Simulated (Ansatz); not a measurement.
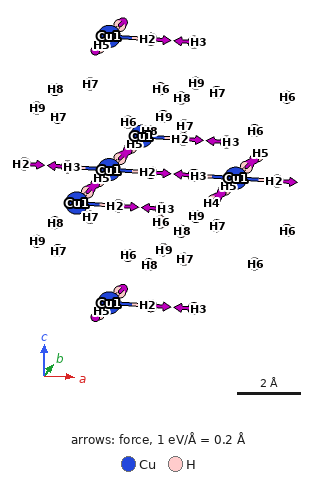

Starting geometry of crystalline CuH$_{8}$ (a generated structure, set up in P4/mmm) (coarse preliminary run) with the computed forces as purple arrows. Style: ball-and-stick. Shown: the atoms within 5.0 Å of the atom that moves most (axes of the cell of the calculation), slightly off an axis.

These are results of Ansatz 0.2.0, DFT PBE, scalar-relativistic, plane waves, PAW, not measurements.

Input file:
```yaml
crystal:
  lattice:
    - [4.17847272, 0.0, 0.0]
    - [0.0, 4.17847272, 0.0]
    - [0.0, 0.0, 4.42196596]
  atoms:
    - { symbol: Cu, position: [0.0, 0.0, 0.0] }
    - { symbol: H, position: [0.32945416, 0.0, 0.0] }
    - { symbol: H, position: [0.67054584, 0.0, 0.0] }
    - { symbol: H, position: [0.0, 0.32945416, 0.0] }
    - { symbol: H, position: [0.0, 0.67054584, 0.0] }
    - { symbol: H, position: [0.277693, 0.5, 0.5] }
    - { symbol: H, position: [0.722307, 0.5, 0.5] }
    - { symbol: H, position: [0.5, 0.277693, 0.5] }
    - { symbol: H, position: [0.5, 0.722307, 0.5] }
basis:
  ecutwfc: 420
kpoints:
  mp_grid: { grid: [4, 4, 4] }
hamiltonian:
  xc: pbe
scf:
  occupations: { method: gaussian, width: 0.1 }
  lower_state_search: "off"
output:
  forces: true
  stress: true
  eigenvalues: true
relax:
  adjacent_minimum: "off"
  f_tol: 0.04
  max_steps: 70
  cell: { stress_tol: 0.4 }
```

Launched with:
```bash
ansatz run input.yaml --threads 1 --pin off --max-ram 2048MiB --backend cpu --events-out ev --progress --plain --runs-dir out
```

### What follows when this structure is relaxed?

It isn't relaxed: the largest force vector, on H atoms, is 3.45 eV/Å. The atoms end up moving mostly along the starting forces (cosine between the two patterns 1.00). The largest moves relative to the cell, 0.28 Å, are those of H2, H3, H4 and H5. H2 goes along +a. Cu stays in place. Cell: a = b 4.178 → 4.081 Å (−2.3 %), c 4.422 → 4.568 Å (+3.3 %). Volume −1.5 %. Near-neighbour distances that change, for instance: H2–H3 1.425 → 0.833 Å, Cu1–H2 1.377 → 1.624 Å. The space group stays P4/mmm (No. 123). The energy falls by 2.290 eV per cell of the calculation in 8 accepted moves (10 points after the start). The largest force component goes from 3.5 to 0.016 eV/Å. The pressure goes from 4.42 to −0.10 GPa. The line search rejected the trial step at point 7 of the run. At 1 point the geometry stayed and the basis and grid were re-selected for the new cell (energy shift of 1.0 meV per cell of the calculation at most each time). Cost: 47 s on 1 thread of Arm Neoverse N1 (shared host), peak memory 0.38 GiB.

Limits of the set-up: the k-point mesh is coarse for a cell with partly filled bands.
